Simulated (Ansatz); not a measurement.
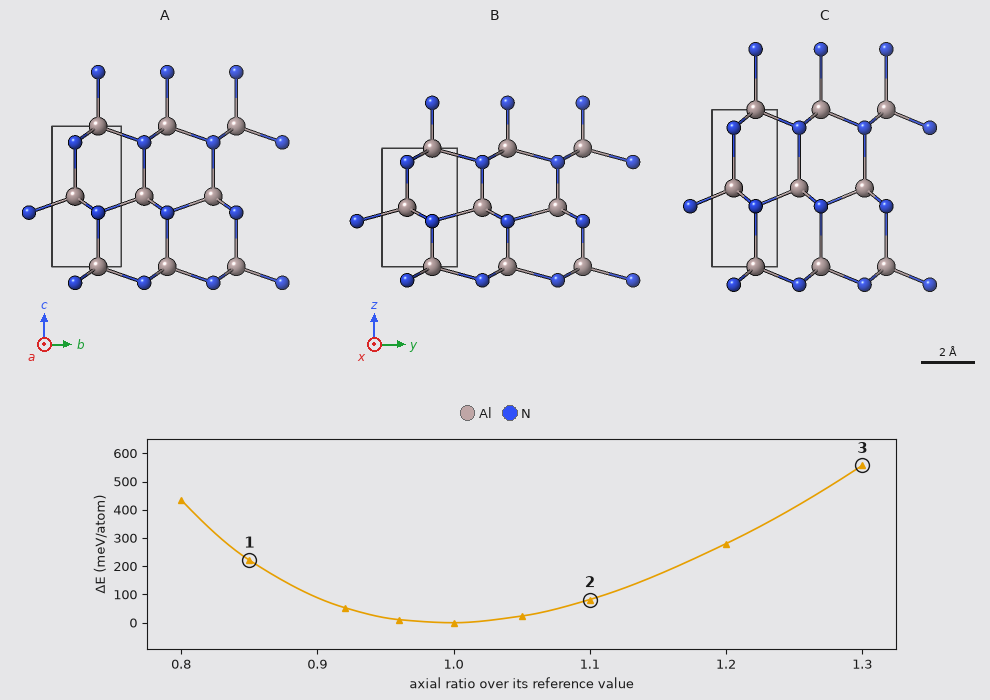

A scan of crystalline AlN (P6_3mc): the ratio of the cell's length along z to its lengths across, counted as 1 for the reference, is changed at fixed volume (a c/a path), with the atoms kept at their fractional coordinates. x, y and z are the Cartesian axes of the input. The frames are shuffled; the numbered points of the plot belong to them. A ball-and-stick model of the cell of the calculation, repeated 3 × 3 × 1 with one cell outlined, seen along the a axis.

Method: DFT PBE, scalar-relativistic, plane waves, PAW in Ansatz 0.2.0. Settings: plane-wave cutoff 420 eV; k-point mesh 12 × 12 × 6; occupations gaussian; smearing width 0.05 eV; no spin polarisation. Energies (free energies at the smearing named) are counted from the cell as listed in its source, which wasn't relaxed.

### Match the frames to the points.

Point 1 is frame B (the relative ratio 0.85, 222 meV/atom); 2 is frame A (the relative ratio 1.10, 82 meV/atom); 3 is frame C (the relative ratio 1.30, 557 meV/atom). The lowest computed point lies at the relative ratio 1.00 (0 meV/atom). At the ends of the scan the energy is 435 meV/atom (0.80) and 557 meV/atom (1.30). The unrelaxed reference is under a pressure of 4.0 GPa. The distortion keeps the space group P6_3mc. At the relative ratio 1.30 the cell of the drawing goes a 3.111 → 2.850 Å, b 3.111 → 2.850 Å, c 4.978 → 5.929 Å.
